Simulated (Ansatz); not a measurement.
**Response to strain in Au**

Consider Au in the fcc (Cu type) structure (space group Fm-3m, No. 225; relaxed with 0.1 eV smearing).

```yaml
crystal:
  lattice:
    - [0.00000, 2.04148, 2.04148]
    - [2.04148, 0.00000, 2.04148]
    - [2.04148, 2.04148, 0.00000]
  atoms:
    - { symbol: Au, position: [0.00000, 0.00000, 0.00000] }
```

Cartesian axes are those of the cell as printed.

Strains are applied to the cell and any free atomic positions relax.

All numbers come from PBEsol/PAW in Ansatz (a first-principles code), no spin-orbit coupling.

Notes on the quantities. energy relative to the base: free energy F.

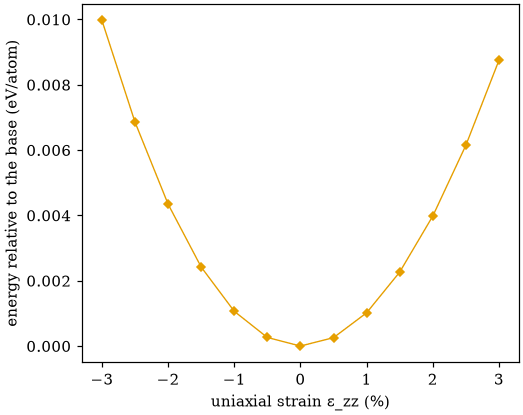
*Energy relative to the base against uniaxial strain ε_zz*

| uniaxial strain ε_zz (%) | energy relative to the base |
|---|---|
| -3 | +10 meV/atom |
| -2.5 | +6.9 meV/atom |
| -2 | +4.3 meV/atom |
| -1.5 | +2.4 meV/atom |
| -1 | +1.1 meV/atom |
| -0.5 | +0.3 meV/atom |
| 0.5 | +0.3 meV/atom |
| 1 | +1.0 meV/atom |
| 1.5 | +2.3 meV/atom |
| 2 | +4.0 meV/atom |
| 2.5 | +6.1 meV/atom |
| 3 | +8.7 meV/atom |

Whether these cells are dynamically stable was not tested.
